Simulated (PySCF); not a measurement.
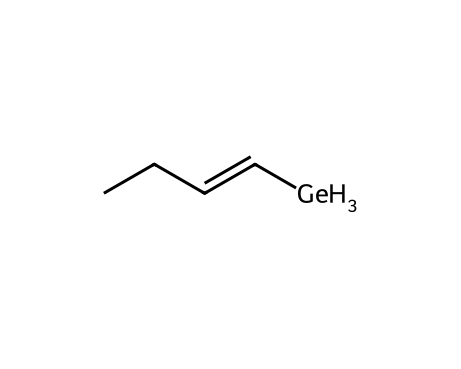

The picture comes from a calculation with PySCF.

Skeletal drawing of a molecule.

Question: Transcribe the drawing into SMILES.

Answer: CC/C=[CH]/[GeH3]

Question: Give the formula, hydrogens included.

Answer: C4H10Ge.

Question: An optimisation with PBE0-D3(BJ)/def2-SVP gave a structure of which point group?

Answer: C1. Other conformers may differ.
